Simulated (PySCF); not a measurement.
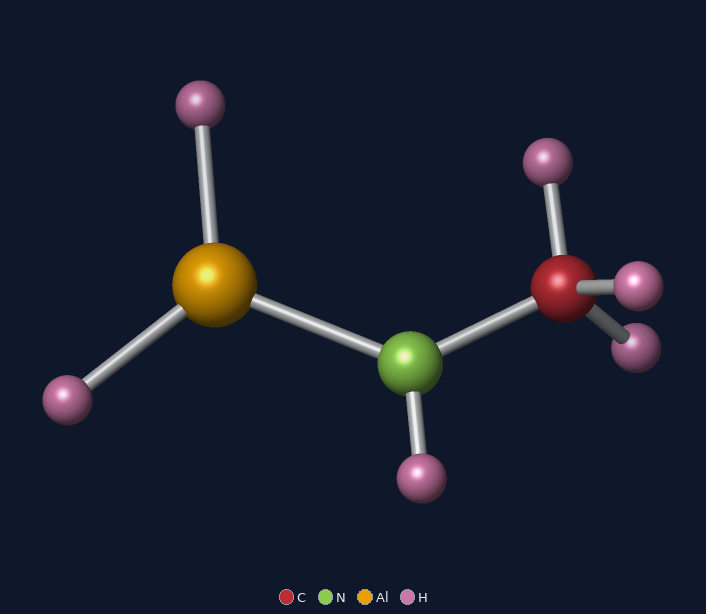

The computed structure is the end point of a PBE0-D3(BJ)/def2-SVP optimisation. No frequency run is at hand to confirm it as a minimum.

Give the structural formula.

SMILES: C[NH][AlH2]

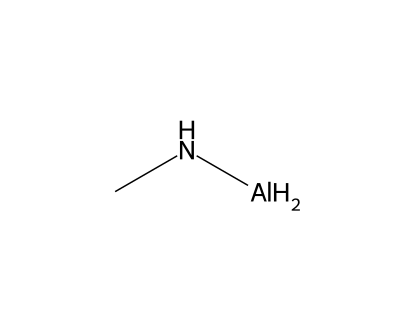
